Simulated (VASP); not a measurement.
**A VASP study of CaCdTeS (PBEsol): structure first, properties next**

Aim: relax CaCdTeS, then compute properties on the relaxed cell. The steps: rough relaxation of the start cell, full relaxation (PBEsol), single point with fields (PBEsol), band structure (PBEsol), total and projected DOS (PBEsol), core-level energies (PBEsol) and vibrations at Γ (PBEsol). The cell is invented: it takes the structure of a Materials Project entry for Cd2SeS (space group 156 there), with some of its atoms replaced by other elements, volume scaled by an estimate. It may not be a known or stable phase. The atoms of the start are displaced at random from the sites of a P3m1 cell.

Main program and level: VASP 6.6.1; PBEsol; plane waves and PAW (Te, Cd, Ca_sv, S); invented cell.

### 1. Set-up

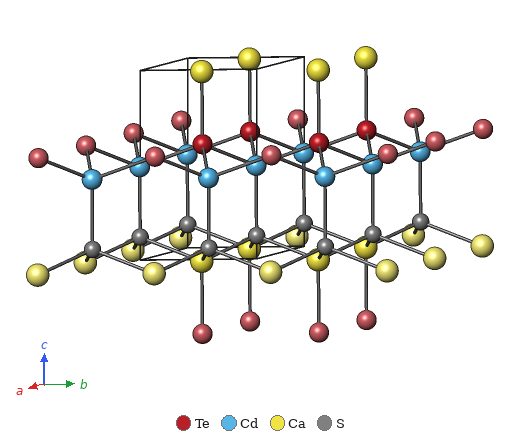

The starting structure, seen slightly off an axis (tellurium red, cadmium blue, calcium yellow, sulfur grey). 2×2×1 cells are drawn. Some periodic images of atoms are drawn too.

### 2. Rough relaxation of the start cell

The start is only an estimate, so a cheap relaxation brings it near a minimum before any careful run. PBEsol restores the gradient expansion of exchange and is tuned for the cells of solids.

INCAR

```
SYSTEM = CaCdTeS
PREC = Normal
ENCUT = 400
EDIFF = 1E-05
NELM = 60
ISMEAR = 0
SIGMA = 0.05
LREAL = .FALSE.
ALGO = Fast
GGA = PS
NBANDS = 23
LORBIT = 11
LWAVE = .FALSE.
LCHARG = .FALSE.
KPAR = 2
IBRION = 2
NSW = 40
ISIF = 3
EDIFFG = -0.04
```

POSCAR

```
CaCdTeS
1.0
    4.4140250000      0.0000000000      0.0000000000
   -2.2070120000      3.8226570000      0.0000000000
    0.0000000000      0.0000000000      7.1976330000
Te Cd Ca S
1 1 1 1
Direct
    0.3352890000      0.6712500000      0.6280980000
    0.0023480000     -0.0049180000      0.4914460000
    0.3326730000      0.6636150000      0.0111470000
   -0.0006220000     -0.0018480000      0.1216070000
```

KPOINTS

```
Automatic mesh
0
Gamma
4 4 3
0 0 0
```

The projector-augmented-wave data sets are Te, Cd, Ca_sv and S (PBE family, release 64).

Started as:

```bash
> mpirun -np 2 vasp_std
```

The log of the run:

```text
[banner, memory and clock lines left out]
running    2 mpi-ranks, on    1 nodes
 distrk:  each k-point on    1 cores,    2 groups
 distr:  one band on    1 cores,    1 groups

 POSCAR found type information on POSCAR TeCdCaS
 POSCAR found :  4 types and       4 ions
|                                                                             |
|               ----> ADVICE to this user running VASP <----                  |
|                                                                             |
|     You enforced a specific xc type in the INCAR file but a different       |
|     [... a line on the potential file left out ...]
|     I HOPE YOU KNOW WHAT YOU ARE DOING!                                     |
|                                                                             |

 LDA part: xc-table for (Slater+PW92), standard interpolation
 POSCAR, INCAR and KPOINTS ok, starting setup
 FFT: planning ... GRIDC
 FFT: planning ... GRID_SOFT
 FFT: planning ... GRID
 WAVECAR not read
 entering main loop
       N       E                     dE             d eps       ncg     rms          rms(c)
DAV:   1     0.209269813152E+03    0.20927E+03   -0.13673E+04  1196   0.108E+03
DAV:   2    -0.311545191788E+01   -0.21239E+03   -0.20650E+03  1394   0.302E+02
DAV:   3    -0.159929199784E+02   -0.12877E+02   -0.12816E+02  1955   0.678E+01
DAV:   4    -0.165386307590E+02   -0.54571E+00   -0.54459E+00  1745   0.102E+01
DAV:   5    -0.165556601682E+02   -0.17029E-01   -0.17029E-01  1747   0.150E+00    0.745E+00
RMM:   6    -0.153766337839E+02    0.11790E+01   -0.23882E+00  1197   0.722E+00    0.613E+00
RMM:   7    -0.152520249912E+02    0.12461E+00   -0.12528E+00  1256   0.418E+00    0.280E+00
RMM:   8    -0.152429709558E+02    0.90540E-02   -0.12013E-01  1328   0.195E+00    0.110E+00
RMM:   9    -0.152461982707E+02   -0.32273E-02   -0.56482E-02  1433   0.115E+00    0.408E-01
RMM:  10    -0.152478576237E+02   -0.16594E-02   -0.17473E-02  1574   0.572E-01    0.254E-01
RMM:  11    -0.152485643438E+02   -0.70672E-03   -0.62007E-03  1700   0.295E-01    0.123E-01
RMM:  12    -0.152488180642E+02   -0.25372E-03   -0.32260E-03  1707   0.192E-01    0.544E-02
RMM:  13    -0.152489362559E+02   -0.11819E-03   -0.10453E-03  1665   0.102E-01    0.288E-02
RMM:  14    -0.152489864923E+02   -0.50236E-04   -0.44676E-04  1436   0.645E-02    0.166E-02
RMM:  15    -0.152490027654E+02   -0.16273E-04   -0.18574E-04  1361   0.454E-02    0.713E-03
RMM:  16    -0.152490110718E+02   -0.83064E-05   -0.85157E-05  1143   0.311E-02
   1 F= -.15249011E+02 E0= -.15249011E+02  d E =-.152490E+02
 curvature:   0.00 expect dE= 0.000E+00 dE for cont linesearch  0.000E+00
 trial: gam= 0.00000 g(F)=  0.296E+00 g(S)=  0.264E+00 ort = 0.000E+00 (trialstep = 0.100E+01)
 search vector abs. value=  0.559E+00
 bond charge predicted
       N       E                     dE             d eps       ncg     rms          rms(c)
DAV:   1    -0.175527087650E+02   -0.23037E+01   -0.10481E+02  1196   0.901E+01    0.134E+01
RMM:   2    -0.158285992006E+02    0.17241E+01   -0.59485E+00  1259   0.228E+01    0.490E+00
RMM:   3    -0.155900779774E+02    0.23852E+00   -0.91910E-01  1315   0.647E+00    0.374E+00
RMM:   4    -0.155115437513E+02    0.78534E-01   -0.25858E-01  1400   0.311E+00    0.117E+00
RMM:   5    -0.155113220751E+02    0.22168E-03   -0.68473E-02  1575   0.158E+00    0.597E-01
RMM:   6    -0.155132067760E+02   -0.18847E-02   -0.19864E-02  1638   0.849E-01    0.106E-01
RMM:   7    -0.155137007593E+02   -0.49398E-03   -0.91336E-03  1663   0.510E-01    0.951E-02
RMM:   8    -0.155140697677E+02   -0.36901E-03   -0.37954E-03  1866   0.282E-01    0.639E-02
RMM:   9    -0.155142341865E+02   -0.16442E-03   -0.14979E-03  1884   0.154E-01    0.231E-02
RMM:  10    -0.155143083951E+02   -0.74209E-04   -0.70596E-04  1783   0.108E-01    0.142E-02
RMM:  11    -0.155143462281E+02   -0.37833E-04   -0.33579E-04  1577   0.709E-02    0.526E-03
RMM:  12    -0.155143647735E+02   -0.18545E-04   -0.16852E-04  1382   0.510E-02    0.640E-03
RMM:  13    -0.155143740884E+02   -0.93150E-05   -0.78912E-05  1194   0.377E-02
   2 F= -.15514374E+02 E0= -.15514374E+02  d E =-.265363E+00
[... from here on, the cycles between the ionic steps are left out ...]
   3 F= -.15514773E+02 E0= -.15514773E+02  d E =-.265762E+00
   4 F= -.15584433E+02 E0= -.15584433E+02  d E =-.696598E-01
   5 F= -.15609904E+02 E0= -.15609904E+02  d E =-.951305E-01
   6 F= -.15623618E+02 E0= -.15623618E+02  d E =-.137141E-01
   7 F= -.15628796E+02 E0= -.15628796E+02  d E =-.188921E-01
   8 F= -.15644540E+02 E0= -.15644540E+02  d E =-.157441E-01
   9 F= -.15658314E+02 E0= -.15658314E+02  d E =-.295179E-01
  10 F= -.15661328E+02 E0= -.15661328E+02  d E =-.325322E-01
  11 F= -.15663171E+02 E0= -.15663171E+02  d E =-.343749E-01
  12 F= -.15668210E+02 E0= -.15668210E+02  d E =-.503905E-02
  13 F= -.15682753E+02 E0= -.15682753E+02  d E =-.195822E-01
  14 F= -.15706431E+02 E0= -.15706431E+02  d E =-.432599E-01
  15 F= -.15684077E+02 E0= -.15684077E+02  d E =-.209062E-01
  16 F= -.15713201E+02 E0= -.15713201E+02  d E =-.500298E-01
  17 F= -.15714485E+02 E0= -.15714485E+02  d E =-.513144E-01
  18 F= -.15717250E+02 E0= -.15717250E+02  d E =-.276487E-02
  19 F= -.15719272E+02 E0= -.15719272E+02  d E =-.478635E-02
  20 F= -.15720066E+02 E0= -.15720066E+02  d E =-.794314E-03
  21 F= -.15720298E+02 E0= -.15720298E+02  d E =-.102579E-02
  22 F= -.15720564E+02 E0= -.15720564E+02  d E =-.129182E-02
 curvature:  -1.24 expect dE=-0.738E-03 dE for cont linesearch -0.615E-05
 trial: gam= 0.36458 g(F)=  0.178E-03 g(S)=  0.418E-03 ort = 0.925E-04 (trialstep = 0.812E+00)
 search vector abs. value=  0.893E-03
 bond charge predicted
       N       E                     dE             d eps       ncg     rms          rms(c)
DAV:   1    -0.157216352107E+02   -0.10714E-02   -0.11551E-01  1210   0.235E+00    0.169E-01
RMM:   2    -0.157211887165E+02    0.44649E-03   -0.19919E-03  1276   0.379E-01    0.824E-02
RMM:   3    -0.157209844565E+02    0.20426E-03   -0.48083E-04  1273   0.165E-01    0.323E-02
RMM:   4    -0.157209679579E+02    0.16499E-04   -0.10907E-04  1355   0.711E-02    0.172E-02
RMM:   5    -0.157209703628E+02   -0.24049E-05   -0.26926E-05   986   0.315E-02
  23 F= -.15720970E+02 E0= -.15720970E+02  d E =-.406733E-03
 trial-energy change:   -0.000407  1 .order   -0.000411   -0.000512   -0.000311
 step:   2.0645(harm=  2.0645)  dis= 0.00687  next Energy=   -15.721214 (dE=-0.651E-03)
 reached required accuracy - stopping structural energy minimisation
```

It took 2 min on 2 MPI ranks of Intel Xeon Platinum 8488C (Sapphire Rapids), shared host; peak memory 0.39 GiB.

Lines that name or quote the potential files are left out of all logs, and their timing lines are given in words.

From OUTCAR (step 2):

```text
ion  position               nearest neighbor table
   1  0.335  0.671  0.628-   2 2.70   2 2.73   3 2.76   2 2.77
   2  0.002  0.995  0.491-   4 2.66   1 2.70   1 2.73   1 2.77
   3  0.333  0.664  0.011-   4 2.67   4 2.67   4 2.67   1 2.76
   4  0.999  0.998  0.122-   2 2.66   3 2.67   3 2.67   3 2.67

  LATTYP: Found a hexagonal cell.
 ALAT       =     4.4140250000
 C/A-ratio  =     1.6306280549

 Subroutine GETGRP returns: Found  1 space group operations
 (whereof  1 operations were pure point group operations)

The static configuration has the point symmetry C_1 .

 Found     26 irreducible k-points:

   k-points           NKPTS =     26   k-points in BZ     NKDIM =     26   number of bands    NBANDS=     23

   dimension x,y,z NGX =    24 NGY =   24 NGZ =   36
   dimension x,y,z NGXF=    48 NGYF=   48 NGZF=   72

   ENCUT  =  400.0 eV  29.40 Ry    5.42 a.u.   7.20  7.20 11.74*2*pi/ulx,y,z

   NELECT =      34.0000    total number of electrons

 k-points in reciprocal lattice and weights: Automatic mesh
   0.00000000  0.00000000  0.00000000       0.021
   0.25000000 -0.00000000  0.00000000       0.042
   0.00000000  0.25000000  0.00000000       0.042
  -0.25000000  0.25000000  0.00000000       0.042
   0.50000000 -0.00000000  0.00000000       0.021
   0.00000000  0.50000000  0.00000000       0.021
   0.50000000  0.50000000  0.00000000       0.021
   0.25000000  0.25000000  0.00000000       0.042
  -0.25000000  0.50000000  0.00000000       0.042
[...]
0.25000000  0.50000000  0.33333333       0.042
   0.50000000 -0.25000000  0.33333333       0.042

 average (electrostatic) potential at core
       1 -91.1326       2 -38.9622       3 -46.6305       4 -88.1209

 E-fermi :   2.2645

 k-point     1 :       0.0000    0.0000    0.0000
  band No.  band energies     occupation
    ...
     13       0.0895      2.00000
     14       0.0967      2.00000
     15       1.7546      2.00000
     16       1.7790      2.00000
     17       1.9248      2.00000
     18       3.2485      0.00000
     19       4.9989      0.00000
     20       6.0602      0.00000
     21       6.0808      0.00000
     22       6.3548      0.00000
    ...

 k-point     2 :       0.2500   -0.0000    0.0000
  band No.  band energies     occupation
    ...
     13      -0.4256      2.00000
     14       0.1223      2.00000
     15       0.1359      2.00000
     16       1.3942      2.00000
     17       1.4482      2.00000
     18       4.7193      0.00000
     19       5.5614      0.00000
     20       5.8315      0.00000
     21       6.0486      0.00000
     22       6.5837      0.00000
    ...

 k-point     3 :       0.0000    0.2500    0.0000
  band No.  band energies     occupation
    ...
     13      -0.4294      2.00000
     14       0.1220      2.00000
     15       0.1357      2.00000
     16       1.4017      2.00000
     17       1.4525      2.00000
     18       4.7250      0.00000
     19       5.5617      0.00000
     20       5.8352      0.00000
     21       6.0407      0.00000
     22       6.5833      0.00000
    ...

  Total       -0.0286053     -0.0448224      0.0451666     -0.0066278     -0.0111071      0.0117423
  in kB       -0.3691145     -0.5783755      0.5828165     -0.0855228     -0.1433226      0.1515189
  external PRESSURE =      -0.1215578 kB  Pullay stress =       0.0000000 kB

  energy-cutoff  :      400.00
  volume of cell :      124.16
      direct lattice vectors                 reciprocal lattice vectors
     4.658980145  0.005294629 -0.004383684     0.214499252  0.123410372  0.000266389
    -2.324886271  4.040873714  0.002388785    -0.000281070  0.247309533 -0.000019758
    -0.008482769  0.000516925  6.590929331     0.000142767 -0.000007552  0.151723856

 POSITION                                       TOTAL-FORCE (eV/Angst)
 -----------------------------------------------------------------------------------
      0.00903      2.69360      3.97305        -0.007232      0.008429     -0.006062
      0.00048      0.00398      3.12502         0.010022     -0.017094     -0.020409
      0.00916      2.68303      0.56758        -0.001358      0.003417      0.038396
      2.33718      4.03643      0.58640        -0.001432      0.005249     -0.011925
 -----------------------------------------------------------------------------------
    total drift:                                0.000278      0.000473     -0.002288

  FREE ENERGIE OF THE ION-ELECTRON SYSTEM (eV)
  ---------------------------------------------------
  free  energy   TOTEN  =       -15.7209703628 eV

  energy  without entropy=      -15.7209703628  energy(sigma->0) =      -15.72097036

 reached required accuracy - stopping structural energy minimisation

 total charge
# of ion       s       p       d       tot
------------------------------------------
    1        1.349   2.072   0.016   3.437
    2        0.457   0.327   9.528  10.312
    3        2.038   5.850   0.254   8.143
    4        1.320   2.428   0.000   3.748
--------------------------------------------------
tot          5.164  10.677   9.798  25.640

[... 3 further parts left out ...]
```

CONTCAR:

```
CaCdTeS
   1.00000000000000
     4.6589801451285400    0.0052946286375201   -0.0043836837177369
    -2.3248862706317426    4.0408737139759365    0.0023887851094104
    -0.0084827685162300    0.0005169253913242    6.5909293310890922
  Te              Cd              Ca              S
     1     1     1     1
Direct
     0.3354137299170004    0.6660729715263485    0.6027869480503925
     0.0014267282755096    0.0009218007621830    0.4741405748597434
     0.3332300680127974    0.6635253833110927    0.0860971177430460
     0.9996174737946935    0.9975788444003703    0.0892733593468213
```

The gap is read on the k-mesh alone, so it is an upper bound where the band edges lie off the mesh. This relaxation is a rough one on cheap settings, only to bring the start near its minimum. The PAW data sets were made with PBE, which is usual practice but a small mismatch for other functionals.

Step by step (22 of 23):

| step | energy less that of the first step (eV) | largest force (eV/Å) | pressure (GPa) | volume (Å³) |
| --- | --- | --- | --- | --- |
| 1 | 0.0000 | 1.7976 | 3.50 | 121.45 |
| 2 | -0.2654 | 0.5946 | -1.09 | 133.47 |
| 3 | -0.2658 | 0.5715 | -1.16 | 133.88 |
| 4 | -0.3354 | 0.4161 | -0.44 | 131.08 |
| 5 | -0.3609 | 0.2984 | 0.53 | 128.28 |
| 6 | -0.3746 | 0.3240 | 0.03 | 129.72 |
| 7 | -0.3798 | 0.3469 | -0.36 | 131.00 |
| 8 | -0.3955 | 0.1994 | -0.24 | 130.08 |
| 9 | -0.4093 | 0.0717 | 0.02 | 128.68 |
| 10 | -0.4123 | 0.3326 | 0.50 | 125.88 |
| 11 | -0.4142 | 0.2434 | 0.34 | 126.85 |
| 13 | -0.4337 | 0.2492 | 0.20 | 126.12 |
| 14 | -0.4574 | 0.2503 | -0.02 | 124.96 |
| 15 | -0.4351 | 0.2867 | -0.25 | 122.35 |
| 16 | -0.4642 | 0.2311 | -0.09 | 124.38 |
| 17 | -0.4655 | 0.2316 | -0.15 | 123.99 |
| 18 | -0.4682 | 0.1710 | -0.01 | 123.78 |
| 19 | -0.4703 | 0.0736 | 0.18 | 123.42 |
| 20 | -0.4711 | 0.0589 | 0.05 | 123.78 |
| 21 | -0.4713 | 0.0561 | 0.08 | 123.94 |
| 22 | -0.4716 | 0.0479 | -0.09 | 124.25 |
| 23 | -0.4720 | 0.0386 | -0.01 | 124.16 |

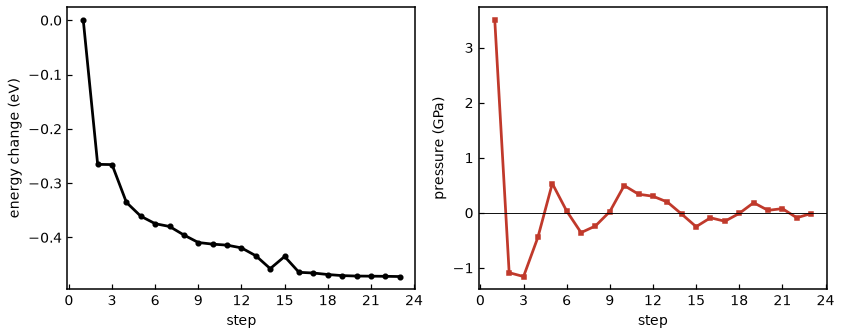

Energy and pressure along the relaxation.

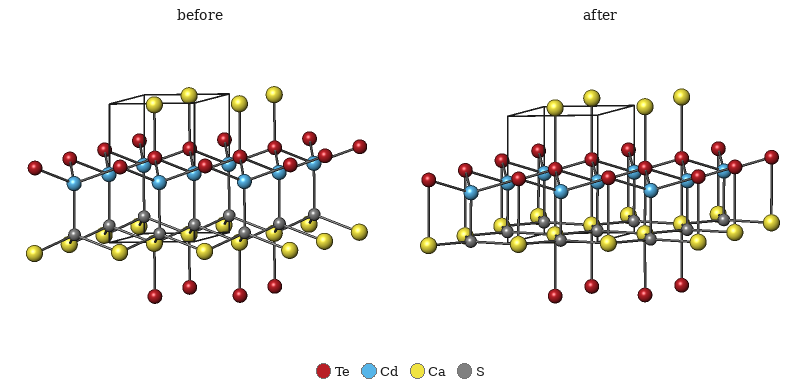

The structure before and after the relaxation, drawn at the same scale.

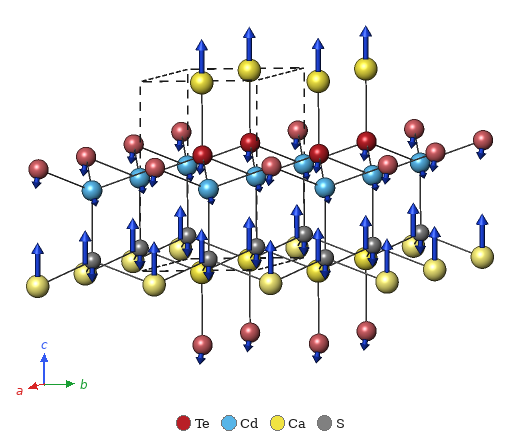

Displacements in the relaxation, exaggerated, measured against the changing cell; the longest in the cell stands for 0.49 Å. 2×2×1 cells are drawn. Some periodic images of atoms are drawn too.

| cell as run | before | after | change |
| --- | --- | --- | --- |
| a (Å) | 4.414 | 4.659 | +5.5 % |
| b (Å) | 4.414 | 4.662 | +5.6 % |
| c (Å) | 7.198 | 6.591 | -8.4 % |
| α (°) | 90.00 | 89.93 | -0.1 % |
| β (°) | 90.00 | 90.13 | +0.1 % |
| γ (°) | 120.00 | 119.85 | -0.1 % |
| volume (Å³/atom) | 30.36 | 31.04 | +2.2 % |

The atoms that moved most (Å, as changes of fractional coordinates times the final cell):

| atom | dx | dy | dz | length |
| --- | --- | --- | --- | --- |
| Ca3 | 0.002 | 0.000 | 0.494 | 0.494 |
| S4 | 0.003 | -0.002 | -0.213 | 0.213 |
| Te1 | 0.013 | -0.021 | -0.167 | 0.169 |
| Cd2 | -0.018 | 0.024 | -0.114 | 0.118 |

Final coordinates:

```xyz
4
Lattice="4.6590 0.0053 -0.0044 -2.3249 4.0409 0.0024 -0.0085 0.0005 6.5909" Properties=species:S:1:pos:R:3 pbc="T T T"
Te    0.0090    2.6936    3.9730
Cd    0.0005    0.0040    3.1250
Ca    0.0092    2.6830    0.5676
S     0.0031   -0.0097    0.5884
```

A gap read on the k-mesh alone can miss the band edges.

This step gave:

| Property | Result |
| --- | --- |
| electrons | 34 |
| bands | 23 |
| irreducible k-points | 26 |
| symmetry operations | 1 |
| free energy (TOTEN) | -15.72 eV |
| Fermi energy | 2.264 eV |
| pressure | -0.01216 GPa |
| metallic | no |
| valence top at k | 0, 0, 0 |
| conduction bottom at k | 0, 0, 0 |
| least direct gap at k | 0, 0, 0 |
| SCF cycles over all ionic steps | 192 |
| gap on the k-mesh | 1.324 eV |
| least direct gap on the k-mesh | 1.324 eV |

It ends with a largest force of 0.039 eV/Å and a pressure of -0.01 GPa.

(Continued in part 2 of 4.)

[Lines on the potential files, build, host, timing and source positions are cut from VASP's logs without a mark.]

[Logs are printed without paths, hosts, clocks, repeated set-up lines and the standing remarks that a program may print on its own settings, such as how far it seeks lower states.]

[Hosts, paths, dates, database ids (printed as entryN), source tags and the programs' standing remarks are cut or masked in the printed files.]

[A measured line is paired with the nearest computed mode of its activity, which favours agreement.]
